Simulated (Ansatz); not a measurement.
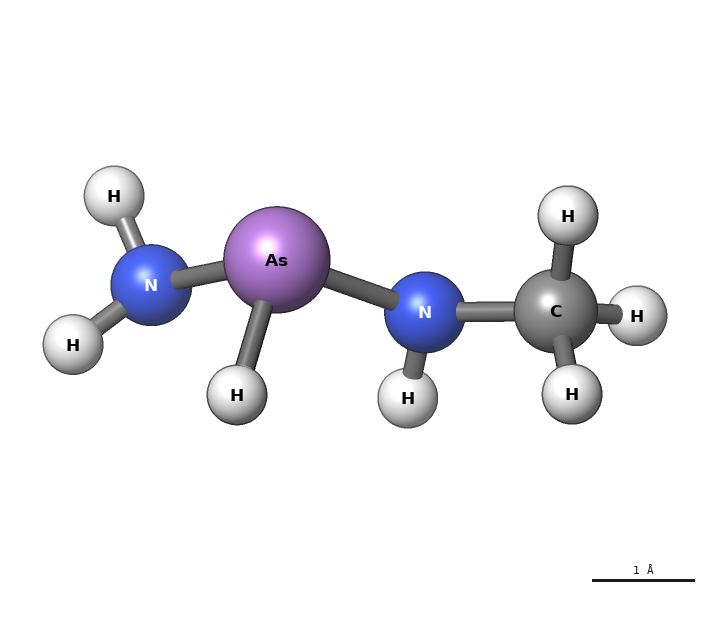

The picture shows a molecular structure as a ball-and-stick model.

Count the atoms of each element.

CH7AsN2, 11 atoms: 1 carbon, 7 hydrogen, 1 arsenic and 2 nitrogen.

Describe its rings.

It has no ring.

Give a SMILES string for it.

CN[AsH]N

Which point group does it belong to?

C1.

The parts below concern this one geometry. Atoms keep their numbers from picture to picture. The geometry was computed by an optimisation with PBE0-D4/def2-TZVP.

### Geometry

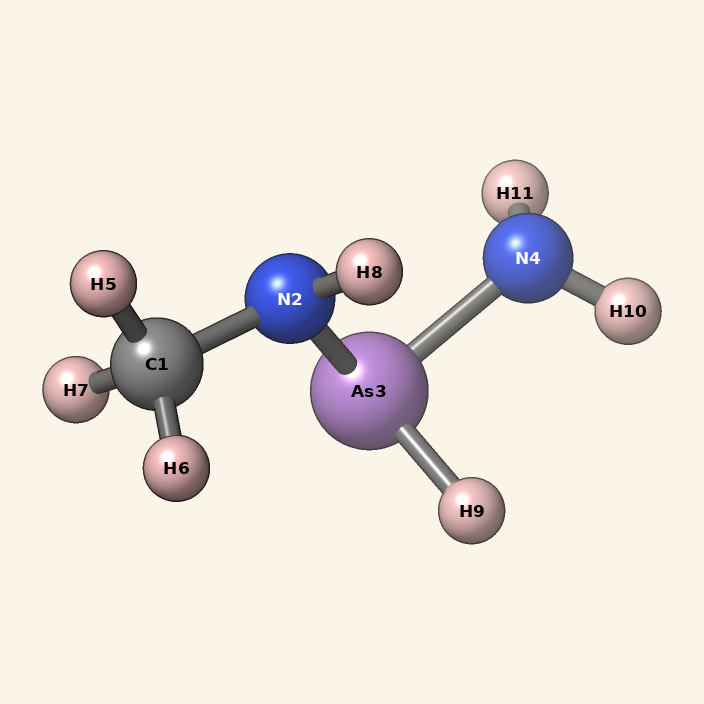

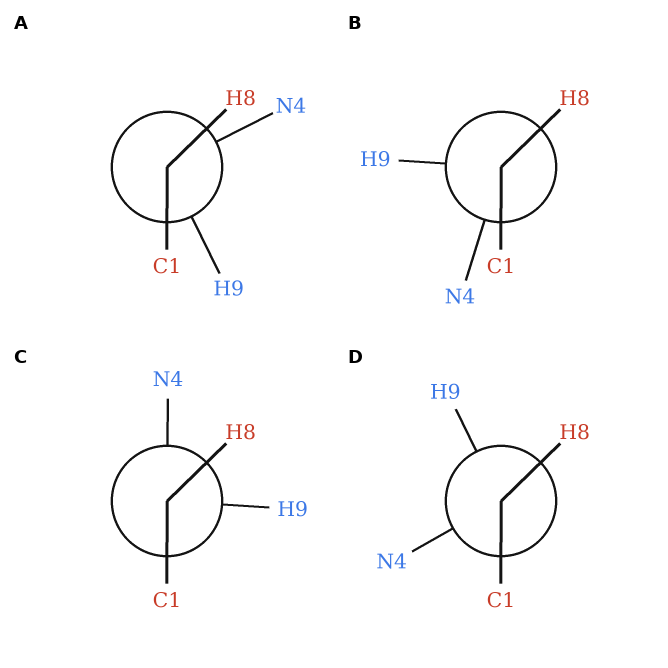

Depth is shown by fading: the farther an atom, the more it takes the colour of the background. Bonds that would overlap in a projection are set slightly apart.

Which Newman projection shows the view along N2–As3, with N2 in front?

C. The torsion angle C1–N2–As3–N4 is 180°, antiperiplanar (anti).

### Levels of theory compared

Program: Ansatz 0.2.0.

Tabulate HOMO energy (eV), HOMO–LUMO gap (eV), dipole (D) at these levels: B3LYP-D4/def2-TZVPP; PBE-D4/def2-TZVPP; r2SCAN-D4/def2-TZVPP; ωB97M-V/def2-TZVPP.

```tsv
level	HOMO energy (eV)	HOMO–LUMO gap (eV)	dipole (D)
B3LYP-D4/def2-TZVPP	−6.25	6.15	0.89
PBE-D4/def2-TZVPP	−5.14	4.49	0.86
r2SCAN-D4/def2-TZVPP	−5.41	5.09	0.90
ωB97M-V/def2-TZVPP	−8.71	10.57	0.95
```

### Vibrations

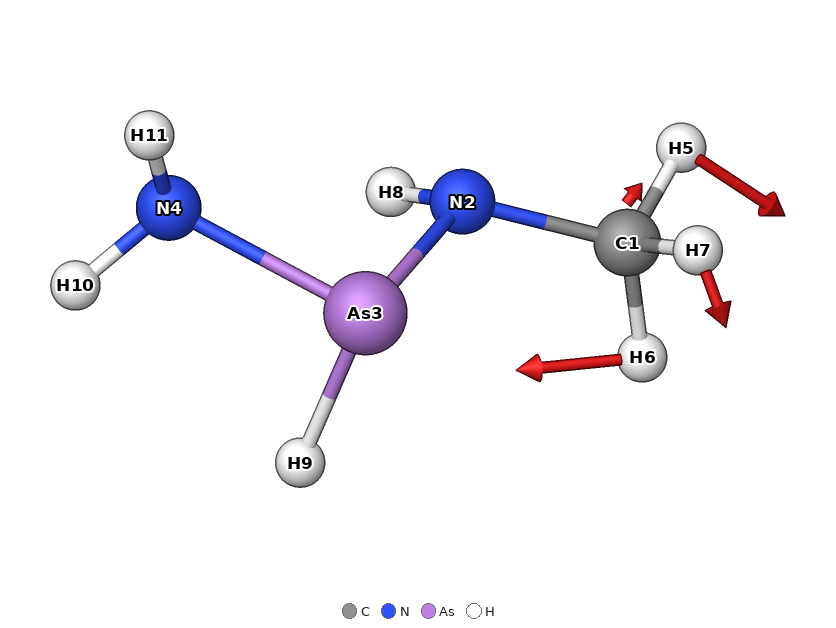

The arrows show one normal mode. Harmonic vibrations computed with RKS PBE0-D4/def2-TZVP (Ansatz 0.2.0) at a stationary point of the same level.

Describe the motion.

Mostly H–C–N bending.

Estimate its harmonic wavenumber.

1143 cm⁻¹; it is mode 15 of 27 counted from the lowest.

### Charges

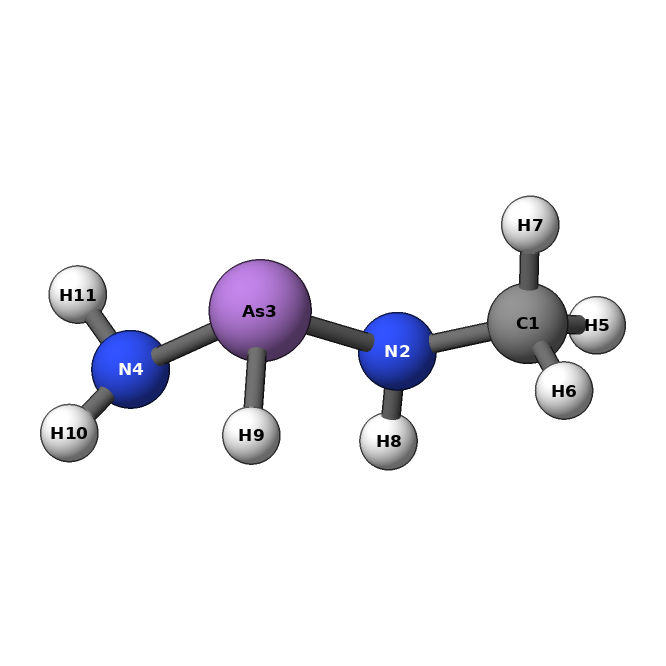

The questions are on Mulliken charges. Properties computed with RKS r2SCAN-D4/def2-TZVPP (Ansatz 0.2.0).

List the Mulliken charges.

```tsv
atom	value (e)
C1	−0.05
N2	−0.33
As3	0.33
N4	−0.44
H5	0.05
H6	0.05
H7	0.05
H8	0.13
H9	−0.08
H10	0.15
H11	0.15
```

Mulliken values depend strongly on the basis set and can even reverse the polarity of a bond.
